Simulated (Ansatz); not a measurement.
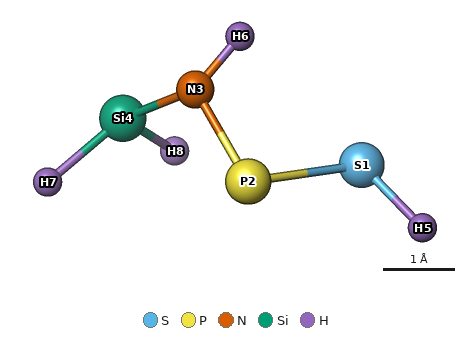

Figure 1. The structure as given in the input (ball-and-stick view, seen at a tilt; atoms are numbered from 1 in the order of the input). Bond lengths as drawn: H–N 1.01 Å, H–S 1.39 Å, H–Si 1.45 to 1.51 Å, N–P 1.60 Å, N–Si 1.59 Å and P–S 2.05 Å.

Run report: SiPNH₄S, geometry relaxation

System: SiPNH₄S.
Method: RHF/def2-SVP (Ansatz 0.2.0).

It belongs to a series of runs on one base structure; here: end point A relaxed. Figures and captions count atoms from 1; the log counts them from 0 in places.

Input
```yaml
crystal:
  periodic: [false, false, false]
  atoms:
    - { symbol: S, position_ang: [-1.2724, 1.4234, -0.3534] }
    - { symbol: P, position_ang: [0.6777, 0.8702, -0.6733] }
    - { symbol: "N", position_ang: [0.8082, 0.0709, 0.712] }
    - { symbol: Si, position_ang: [0.5127, -1.4711, 0.4611] }
    - { symbol: H, position_ang: [-1.3715, 2.4027, -1.3367] }
    - { symbol: H, position_ang: [0.2946, 0.5092, 1.4696] }
    - { symbol: H, position_ang: [1.3904, -2.1852, -0.4488] }
    - { symbol: H, position_ang: [-0.9474, -1.6773, 0.1137] }
basis:
  gaussian: { orbitals: def2-SVP }
hamiltonian:
  xc: hf
relax:
  f_tol: 0.015
  max_steps: 40
output:
  orbitals: {}
```

Machine: 1 thread of Intel Xeon @ 2.50GHz (Skylake/Cascade Lake), 189 GiB of memory available, shared host.

Launch command:
```bash
ansatz run input.yaml --threads 1 --pin off --max-ram 2048MiB --backend cpu --events-out ev --progress --plain --runs-dir out
```

Log
```
The last accepted step is kept in [file] (removed where the run ends without a failure and the disk answers)
Engine: ansatz 0.2.0, x86_64-unknown-linux-gnu
Functional definition: HF
  exchange = exact_x
  correlation = 0
903 factors; integrals over basis functions are off by at most 5.0e-4 eV
mean field evaluation 1: about -29481.0367 eV, gradient 2.9e1 eV
mean field evaluation 2: about -29481.0883 eV, gradient 2.9e1 eV
mean field evaluation 4: about -29483.2229 eV, gradient 3.2e0 eV
mean field evaluation 8: about -29483.2695 eV, gradient 1.8e-3 eV
mean field -29483.26954878 eV, -1083.4901714399 hartree, gradient 1.7e-5 eV, S^2 0.000000; 0 other end points of the search recorded, 0 dependent functions left out
the calculation of the forces begins
reference -29483.26954878 eV, -1083.4901714399 hartree; 28, 28 occupied and 60, 60 virtual orbitals, 903 factors
relax step   1: F+E_penalty+E_count = -29483.26954878 eV  Δ(F+E_penalty+E_count) = +0.000e0 eV  max|allowed force component| = 6.254e0 eV/Å  Δτ_max = 0.0000 Å  (39 SCF iters, accepted)
these checks for a lower state are left out or cut short: starts, cluster_reference, orbital_swaps, neighbouring_geometries, increment
903 factors; integrals over basis functions are off by at most 4.6e-4 eV
mean field evaluation 16: about -29484.4871 eV, gradient 5.6e-3 eV
mean field -29484.48710993 eV, -1083.5349159867 hartree, gradient 3.3e-5 eV, S^2 0.000000; 0 other end points of the search recorded, 0 dependent functions left out
[... from here on the field's lines of each further geometry are left out, up to the last ...]
relax step   2: F+E_penalty+E_count = -29484.48710993 eV  Δ(F+E_penalty+E_count) = -1.218e0 eV  max|allowed force component| = 4.276e0 eV/Å  Δτ_max = 0.1989 Å  (36 SCF iters, accepted)
relax step   3: F+E_penalty+E_count = -29485.47974238 eV  Δ(F+E_penalty+E_count) = -9.926e-1 eV  max|allowed force component| = 2.424e0 eV/Å  Δτ_max = 0.1949 Å  (35 SCF iters, accepted)
relax step   4: F+E_penalty+E_count = -29486.02467124 eV  Δ(F+E_penalty+E_count) = -5.449e-1 eV  max|allowed force component| = 1.577e0 eV/Å  Δτ_max = 0.1972 Å  (34 SCF iters, accepted)
relax step   5: F+E_penalty+E_count = -29486.24904722 eV  Δ(F+E_penalty+E_count) = -2.244e-1 eV  max|allowed force component| = 9.889e-1 eV/Å  Δτ_max = 0.1995 Å  (33 SCF iters, accepted)
relax step   6: F+E_penalty+E_count = -29486.31758799 eV  Δ(F+E_penalty+E_count) = -6.854e-2 eV  max|allowed force component| = 8.904e-1 eV/Å  Δτ_max = 0.1962 Å  (33 SCF iters, accepted)
relax step   7: F+E_penalty+E_count = -29486.34690366 eV  Δ(F+E_penalty+E_count) = -2.932e-2 eV  max|allowed force component| = 7.532e-1 eV/Å  Δτ_max = 0.1031 Å  (34 SCF iters, accepted)
relax step   8: F+E_penalty+E_count = -29486.36466626 eV  Δ(F+E_penalty+E_count) = -1.776e-2 eV  max|allowed force component| = 2.776e-1 eV/Å  Δτ_max = 0.0776 Å  (34 SCF iters, accepted)
relax step   9: F+E_penalty+E_count = -29486.37173679 eV  Δ(F+E_penalty+E_count) = -7.071e-3 eV  max|allowed force component| = 8.236e-1 eV/Å  Δτ_max = 0.1855 Å  (32 SCF iters, accepted)
relax step  10: F+E_penalty+E_count = -29486.36937618 eV  Δ(F+E_penalty+E_count) = +2.361e-3 eV  max|allowed force component| = 3.119e-1 eV/Å  Δτ_max = 0.2000 Å  (33 SCF iters, rejected (line search))
relax step  11: F+E_penalty+E_count = -29486.37756317 eV  Δ(F+E_penalty+E_count) = -5.826e-3 eV  max|allowed force component| = 5.547e-1 eV/Å  Δτ_max = 0.0823 Å  (33 SCF iters, accepted)
relax step  12: F+E_penalty+E_count = -29486.38695047 eV  Δ(F+E_penalty+E_count) = -9.387e-3 eV  max|allowed force component| = 1.238e-1 eV/Å  Δτ_max = 0.0830 Å  (33 SCF iters, accepted)
relax step  13: F+E_penalty+E_count = -29486.39047862 eV  Δ(F+E_penalty+E_count) = -3.528e-3 eV  max|allowed force component| = 1.989e-2 eV/Å  Δτ_max = 0.0411 Å  (34 SCF iters, accepted)
relax step  14: F+E_penalty+E_count = -29486.39054137 eV  Δ(F+E_penalty+E_count) = -6.274e-5 eV  max|allowed force component| = 2.450e-2 eV/Å  Δτ_max = 0.0048 Å  (27 SCF iters, accepted)
relax step  15: F+E_penalty+E_count = -29486.39048099 eV  Δ(F+E_penalty+E_count) = +6.038e-5 eV  max|allowed force component| = 4.449e-2 eV/Å  Δτ_max = 0.0064 Å  (27 SCF iters, rejected (line search))
the calculation of the forces begins
reference -29486.39057259 eV, -1083.6048669494 hartree; 28, 28 occupied and 60, 60 virtual orbitals, 903 factors
relax step  16: F+E_penalty+E_count = -29486.39057259 eV  Δ(F+E_penalty+E_count) = -3.123e-5 eV  max|allowed force component| = 5.951e-3 eV/Å  Δτ_max = 0.0032 Å  (27 SCF iters, accepted)
903 factors; integrals over basis functions are off by at most 3.6e-4 eV
mean field evaluation 128: about -29486.3906 eV, gradient 2.9e-5 eV
```

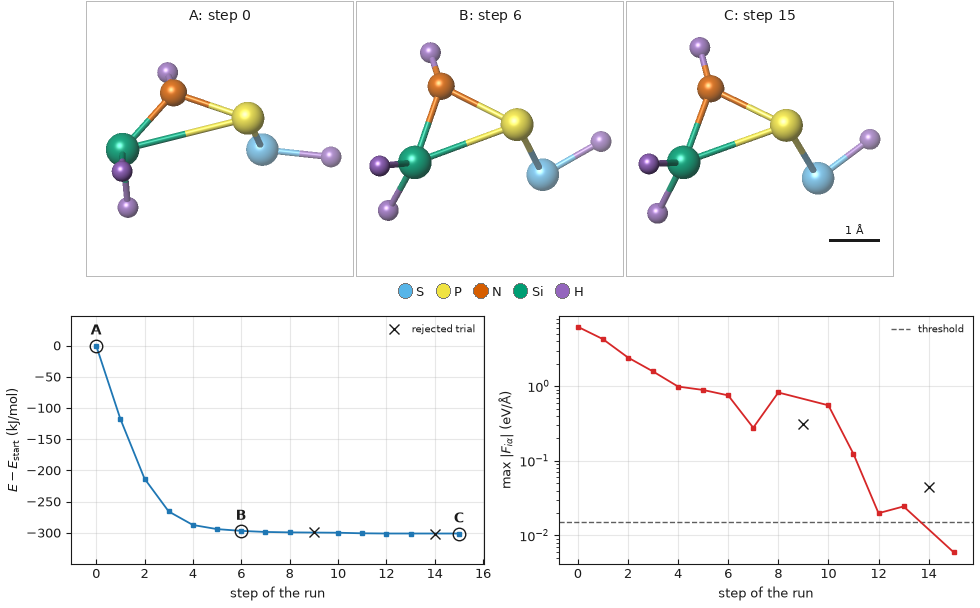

Figure 2. Frames of the relaxation (ball-and-stick view, seen at a tilt) above the curves, on which the letters mark them (the first geometry is step 0 here and step 1 in the log).

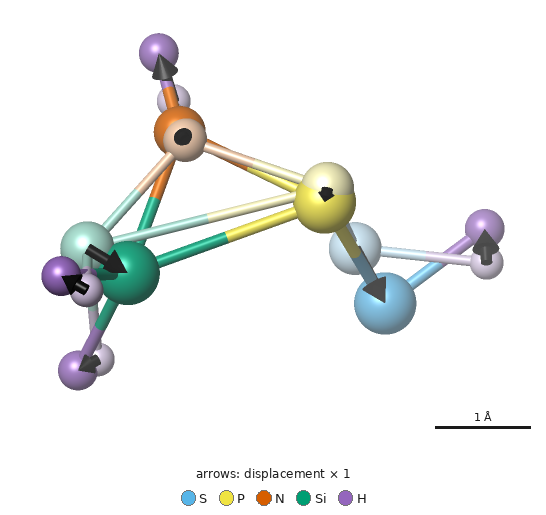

Figure 3. Start (faint) and end (solid) with the displacements as black arrows, at true length (ball-and-stick view, seen at a tilt). The two geometries are laid on each other by the best rigid fit. The atom that moves furthest after the best rigid fit is S1 (0.67 Å). Largest moves by element: S 0.67 Å, H 0.58 Å, Si 0.50 Å, N 0.20 Å, P 0.15 Å. Among the contacts that change: P2–Si4 2.607 → 2.212 Å, P2–N3 1.605 → 1.740 Å, S1–P2 2.052 → 2.166 Å, N3–Si4 1.590 → 1.695 Å. Among the angles that change: Si4–N3–H6 116.3° → 147.2°, P2–N3–Si4 109.4° → 80.2°, P2–Si4–H8 94.8° → 120.6°. After 15 geometry steps the energy has fallen by 301.1 kJ/mol. Largest force component: 6.3 eV/Å at the start, 0.006 eV/Å at the end. The line search rejected the trial steps at points 9, 14 (counted from 0) and went back. (Atoms are counted from 1 in the order of the input.)

```
mean field -29486.39057259 eV, -1083.6048669494 hartree, gradient 9.1e-6 eV, S^2 0.000000; 1 other end points of the search recorded, 0 dependent functions left out
the calculation of the forces begins
reference -29486.39057259 eV, -1083.6048669494 hartree; 28, 28 occupied and 60, 60 virtual orbitals, 903 factors
Total energy: -29486.39057259 eV, -1083.6048669494 hartree
Atom 0 at    -1.529582     1.325369    -0.946126 Å, force     0.000371     0.000203    -0.001133 eV/Å
Atom 1 at     0.556286     0.778814    -0.737542 Å, force    -0.001739     0.000145     0.005951 eV/Å
Atom 2 at     0.731211     0.130163     0.867848 Å, force     0.001536     0.000736    -0.003539 eV/Å
Atom 3 at     0.370359    -1.291861     0.018759 Å, force    -0.001301    -0.002064    -0.000680 eV/Å
Atom 4 at    -1.326655     2.644399    -1.002551 Å, force     0.001435    -0.002309     0.001060 eV/Å
Atom 5 at     0.818042     0.578529     1.756440 Å, force    -0.000693     0.001891    -0.001414 eV/Å
Atom 6 at     1.424835    -2.300789    -0.174487 Å, force     0.000432     0.000282    -0.000157 eV/Å
Atom 7 at    -0.952196    -1.921824     0.161859 Å, force    -0.000040     0.001116    -0.000089 eV/Å
Dipole moment:     0.184931    -0.148070     0.300104 e Å
```

Trajectory as extended XYZ (Å, eV, eV/Å), 16 frames, from step=1 to step=16
```
8
Properties=species:S:1:pos:R:3:forces:R:3 step=1 energy=-29483.26955
S    -1.2724    1.4234   -0.3534   -2.1690   1.9932  -1.2173
P     0.6777    0.8702   -0.6733    0.7880  -0.2796  -3.6436
N     0.8082    0.0709    0.7120    1.5884   5.1971   6.2536
Si    0.5127   -1.4711    0.4611   -2.5785  -5.1459  -2.9966
H    -1.3715    2.4027   -1.3367    0.0812  -1.0060   1.0055
H     0.2946    0.5092    1.4696    1.1437  -0.1076   0.3813
H     1.3904   -2.1852   -0.4488    0.5840  -0.3160   0.1827
H    -0.9474   -1.6773    0.1137    0.5623  -0.3352   0.0344
8
Properties=species:S:1:pos:R:3:forces:R:3 step=2 energy=-29484.48711
S    -1.3959    1.5149   -0.4080   -0.5599   0.4652  -0.2545
P     0.6272    0.8567   -0.6682   -0.0955  -0.7926  -2.0892
N     0.8624    0.0799    0.7664    0.2406   2.3201   4.2765
Si    0.4582   -1.4905    0.3902   -0.9548  -1.1027  -3.0171
H    -1.3989    2.4472   -1.3861    0.1040  -0.3214   0.3377
H     0.4546    0.5166    1.5876    0.9430  -0.1587   0.0091
H     1.4544   -2.2478   -0.3887    0.0045  -0.1782   0.5382
H    -0.9698   -1.7341    0.0511    0.3181  -0.2317   0.1994
8
Properties=species:S:1:pos:R:3:forces:R:3 step=3 energy=-29485.47974
S    -1.4695    1.5389   -0.4296    0.2782  -0.4802   0.1398
P     0.6024    0.8115   -0.6954   -0.5637  -1.1249  -0.2702
N     0.8976    0.1262    0.8424   -0.6895  -0.8531   1.6066
Si    0.3995   -1.4387    0.2117    1.1609   2.4238  -2.3162
H    -1.3896    2.4462   -1.3890    0.0199   0.2982  -0.2186
H     0.5513    0.5470    1.6959    0.5645  -0.0305  -0.1819
H     1.5100   -2.3092   -0.3227   -0.7713   0.1253   0.8002
H    -1.0093   -1.7791    0.0309    0.0010  -0.3586   0.4403
8
Properties=species:S:1:pos:R:3:forces:R:3 step=4 energy=-29486.02467
S    -1.4869    1.5323   -0.4479    0.4109  -0.7252   0.1497
P     0.5857    0.7609   -0.6983   -0.3708   0.3072   0.0669
N     0.9177    0.1423    0.8924   -0.8731  -1.5767  -0.3057
Si    0.3904   -1.3432    0.0395    1.1246   1.2589  -0.3356
H    -1.3911    2.4554   -1.3878    0.0873   0.3222  -0.2671
H     0.5814    0.5479    1.7509    0.2935   0.0785  -0.1046
H     1.5063   -2.3416   -0.2650   -0.9914   0.5045   0.4386
H    -1.0111   -1.8113    0.0605    0.3190  -0.1694   0.3577
8
Properties=species:S:1:pos:R:3:forces:R:3 step=5 energy=-29486.24905
S    -1.5484    1.4334   -0.6098    0.4600   0.0514  -0.2511
P     0.5615    0.8164   -0.7046   -0.3489  -0.3806   0.1734
N     0.8778    0.1364    0.8700   -0.7323  -0.8543  -0.1658
Si    0.3821   -1.3071   -0.0110    0.9889   0.9143   0.1463
H    -1.3071    2.5682   -1.2819   -0.1633  -0.0808   0.1625
H     0.6263    0.5450    1.7584    0.2632  -0.0665  -0.2689
H     1.4434   -2.3373   -0.2394   -0.3864   0.3298   0.1028
H    -0.9434   -1.9121    0.1626   -0.0811   0.0867   0.1009
8
Properties=species:S:1:pos:R:3:forces:R:3 step=6 energy=-29486.31759
S    -1.5448    1.3673   -0.7946    0.1989   0.7431  -0.2038
P     0.5547    0.8004   -0.7118    0.0481   0.0274  -0.2435
N     0.8504    0.1151    0.8617   -0.5062  -0.0147   0.1759
Si    0.4000   -1.2943   -0.0216   -0.1020   0.1352   0.4025
H    -1.3227    2.6703   -1.1545   -0.0962  -0.8904   0.3102
H     0.6572    0.5401    1.7552    0.2320  -0.1592  -0.2318
H     1.4152   -2.3320   -0.2183    0.1437  -0.0327  -0.1031
H    -0.9177   -1.9240    0.2281    0.0817   0.1912  -0.1063
8
Properties=species:S:1:pos:R:3:forces:R:3 step=7 energy=-29486.34690
S    -1.5366    1.3030   -0.8044    0.2739   0.7532  -0.2549
P     0.5728    0.7959   -0.7385   -0.1112  -0.1657   0.0226
N     0.8263    0.1324    0.8543   -0.1708  -0.0858   0.1097
Si    0.3926   -1.2829   -0.0128   -0.0224   0.1614   0.2550
H    -1.2871    2.6089   -1.0796   -0.2951  -0.5586   0.1684
H     0.6585    0.5701    1.7443    0.1527  -0.0986  -0.1977
H     1.4147   -2.3146   -0.2191    0.0485  -0.0648  -0.0131
H    -0.9489   -1.8699    0.2001    0.1244   0.0589  -0.0900
8
Properties=species:S:1:pos:R:3:forces:R:3 step=8 energy=-29486.36467
S    -1.5084    1.3016   -0.8300   -0.0963   0.0608  -0.1155
P     0.5944    0.7776   -0.7530   -0.0286  -0.0074   0.1098
N     0.8251    0.1292    0.8543   -0.0900  -0.1087  -0.0025
Si    0.3972   -1.2942    0.0123   -0.0376   0.2776  -0.0429
H    -1.3562    2.6145   -1.0446    0.0907  -0.1072   0.0524
H     0.6898    0.5757    1.7412    0.1076  -0.0081  -0.0642
H     1.4212   -2.3327   -0.1880   -0.0771  -0.0166   0.0448
H    -0.9708   -1.8290    0.1521    0.1313  -0.0904   0.0180
8
Properties=species:S:1:pos:R:3:forces:R:3 step=9 energy=-29486.37174
S    -1.5197    1.2814   -0.9959    0.0373   0.1711   0.0624
P     0.5757    0.8088   -0.7237    0.0088  -0.1636  -0.0436
N     0.7463    0.1396    0.8717    0.0481   0.2652   0.8236
Si    0.3598   -1.2671    0.0135    0.2216  -0.1550  -0.0876
H    -1.3626    2.6087   -0.9896   -0.0644  -0.0073  -0.0074
H     0.8660    0.5487    1.7923   -0.1387  -0.1611  -0.7336
H     1.3965   -2.3016   -0.1716   -0.0409   0.0660  -0.0163
H    -0.9698   -1.8757    0.1476   -0.0719  -0.0155   0.0024
8
Properties=species:S:1:pos:R:3:forces:R:3 step=10 energy=-29486.36938 accepted=F
S    -1.5027    1.3368   -0.9951   -0.0575  -0.0690  -0.0055
P     0.5780    0.7351   -0.8138   -0.0121   0.3119   0.1175
N     0.7437    0.1475    0.8201    0.0233  -0.1192   0.0019
Si    0.3821   -1.3052    0.0173   -0.1109   0.0161   0.1279
H    -1.3129    2.6541   -0.8362    0.0979  -0.1401  -0.0659
H     0.7099    0.6300    1.6973    0.0739  -0.0418  -0.1264
H     1.4336   -2.3257   -0.1258    0.0132   0.0319  -0.0204
H    -0.9394   -1.9298    0.1804   -0.0278   0.0101  -0.0290
8
Properties=species:S:1:pos:R:3:forces:R:3 step=11 energy=-29486.37756
S    -1.5170    1.3263   -0.9820    0.0778  -0.0068   0.0235
P     0.5676    0.7725   -0.7314   -0.1747  -0.1852   0.1020
N     0.7043    0.1131    0.8834    0.0721   0.5547   0.0314
Si    0.3519   -1.2973    0.0367    0.0174  -0.0483  -0.2514
H    -1.3222    2.6475   -0.9876    0.0040   0.0118   0.0035
H     0.8375    0.5943    1.7490   -0.0193  -0.1602   0.0458
H     1.4283   -2.2638   -0.2051    0.0296  -0.1629   0.0522
H    -0.9580   -1.9499    0.1812   -0.0070  -0.0031  -0.0069
8
Properties=species:S:1:pos:R:3:forces:R:3 step=12 energy=-29486.38695
S    -1.5307    1.3236   -0.9557   -0.0574  -0.0146   0.0038
P     0.5504    0.7725   -0.7479    0.1096   0.0276   0.0736
N     0.7277    0.1349    0.8647   -0.0621  -0.0973  -0.1238
Si    0.3694   -1.2945    0.0199   -0.0500   0.1227   0.0782
H    -1.3352    2.6451   -0.9742    0.0235  -0.0131  -0.0101
H     0.8455    0.5880    1.7479   -0.0326  -0.0120  -0.0275
H     1.4256   -2.3052   -0.1332    0.0286  -0.0284  -0.0497
H    -0.9603   -1.9215    0.1227    0.0404   0.0150   0.0555
8
Properties=species:S:1:pos:R:3:forces:R:3 step=13 energy=-29486.39048
S    -1.5293    1.3272   -0.9484   -0.0167   0.0049  -0.0031
P     0.5541    0.7787   -0.7368    0.0098  -0.0028  -0.0135
N     0.7254    0.1306    0.8681    0.0116  -0.0048   0.0150
Si    0.3691   -1.2922    0.0200   -0.0014  -0.0071  -0.0199
H    -1.3249    2.6461   -1.0019   -0.0001  -0.0010  -0.0001
H     0.8233    0.5785    1.7553   -0.0017   0.0106   0.0172
H     1.4253   -2.2987   -0.1737    0.0106  -0.0035   0.0005
H    -0.9506   -1.9273    0.1617   -0.0121   0.0038   0.0039
8
Properties=species:S:1:pos:R:3:forces:R:3 step=14 energy=-29486.39054
S    -1.5304    1.3267   -0.9451    0.0065   0.0070  -0.0026
P     0.5554    0.7790   -0.7374   -0.0066  -0.0058   0.0245
N     0.7301    0.1298    0.8685    0.0023   0.0044  -0.0142
Si    0.3702   -1.2921    0.0187    0.0008   0.0053   0.0036
H    -1.3263    2.6457   -1.0055    0.0001  -0.0110   0.0022
H     0.8194    0.5772    1.7575   -0.0022   0.0013  -0.0104
H     1.4253   -2.3000   -0.1750    0.0026  -0.0024  -0.0018
H    -0.9515   -1.9236    0.1625   -0.0035   0.0011  -0.0013
8
Properties=species:S:1:pos:R:3:forces:R:3 step=15 energy=-29486.39048 accepted=F
S    -1.5292    1.3244   -0.9448   -0.0152  -0.0445   0.0042
P     0.5566    0.7785   -0.7372    0.0135   0.0058  -0.0109
N     0.7351    0.1305    0.8677   -0.0105  -0.0005   0.0187
Si    0.3710   -1.2917    0.0205   -0.0021   0.0001  -0.0273
H    -1.3280    2.6422   -1.0025    0.0116   0.0390   0.0002
H     0.8165    0.5797    1.7565    0.0010  -0.0009  -0.0031
H     1.4238   -2.3021   -0.1747   -0.0005   0.0011   0.0062
H    -0.9535   -1.9187    0.1587    0.0021  -0.0001   0.0119
8
Properties=species:S:1:pos:R:3:forces:R:3 step=16 energy=-29486.39057
S    -1.5296    1.3254   -0.9461    0.0004   0.0002  -0.0011
P     0.5563    0.7788   -0.7375   -0.0017   0.0001   0.0060
N     0.7312    0.1302    0.8678    0.0015   0.0007  -0.0035
Si    0.3704   -1.2919    0.0188   -0.0013  -0.0021  -0.0007
H    -1.3267    2.6444   -1.0026    0.0014  -0.0023   0.0011
H     0.8180    0.5785    1.7564   -0.0007   0.0019  -0.0014
H     1.4248   -2.3008   -0.1745    0.0004   0.0003  -0.0002
H    -0.9522   -1.9218    0.1619    0.0000   0.0011  -0.0001
```

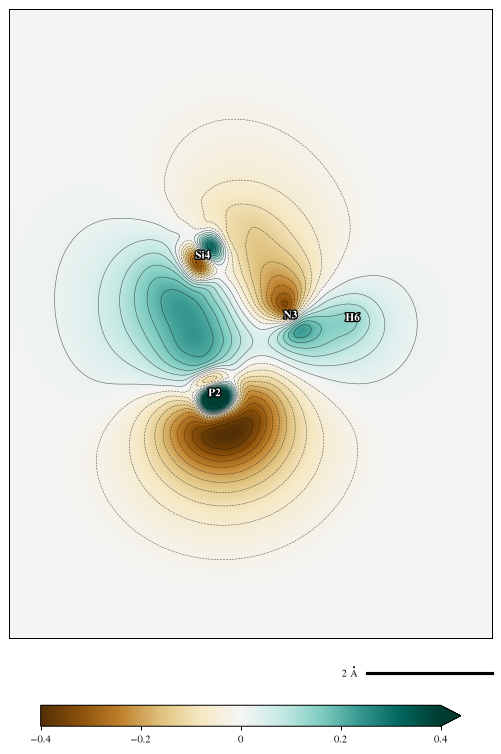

Figure 4. The HOMO on the plane of atoms N3, P2 and Si4 (values in Å⁻³ᐟ²; the overall sign is arbitrary). By Hirshfeld shares it lies mainly on P2 (50 %), S1 (20 %), N3 (15 %) and Si4 (10 %). Its energy is −9.07 eV.

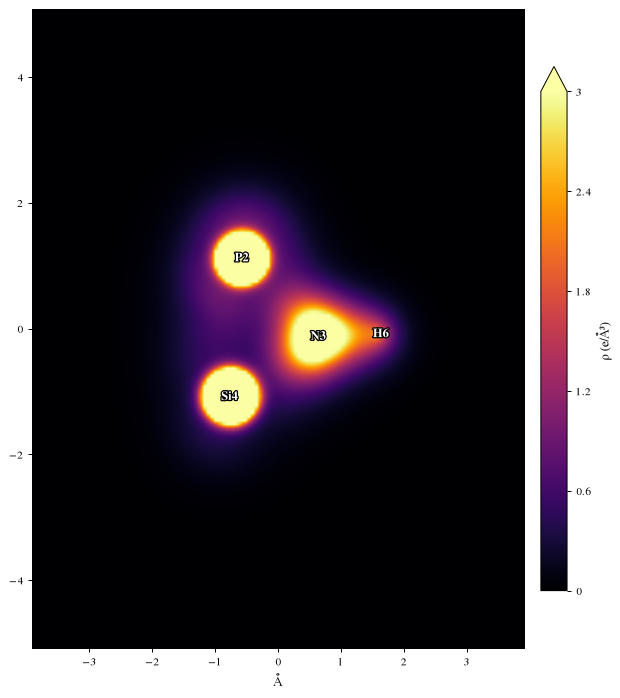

Figure 5. Electron density on the plane of atoms P2, N3 and Si4. Atoms in the plane: P, N, Si and H. Si–N (1.70 Å): ρ is about 1.1 e/Å³ halfway. Si–P (2.21 Å): ρ at the midpoint is about 0.67 e/Å³, with its minimum of 0.56 e/Å³ about 0.8 Å from Si.

Results in brief

| quantity | value |
| --- | --- |
| outcome | converged |
| total energy | −29486.3906 eV |
| mean-field energy | −29486.3906 eV |
| largest force (length of the vector) at the end | 0.006 eV/Å |
| wall time | 89 s |
| peak memory | 0.17 GiB |
